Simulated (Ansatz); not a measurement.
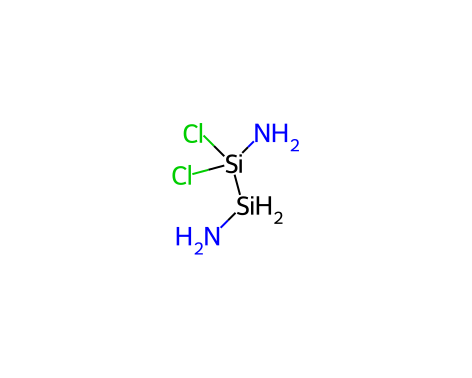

The drawing above gives the connectivity. The computed structure is the end point of a PBE0-D4/def2-TZVP optimisation. No frequency run is at hand to confirm it as a minimum.

What does the molecule look like in three dimensions?

The molecule is Cl2H6N2Si2. Its SMILES string is `N[SiH2][Si](N)(Cl)Cl`. It has no ring. Among its groups: Si–H bond, Si–N bond. This geometry has C1 symmetry. Coordination, clear cases only: 2 Si tetrahedral.

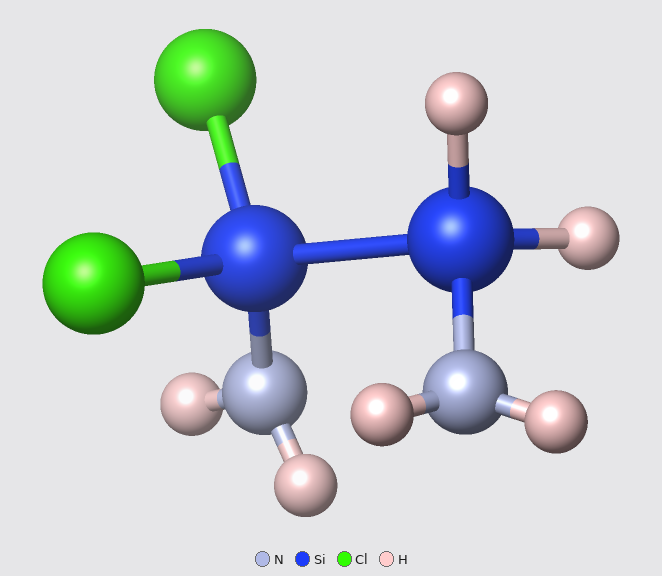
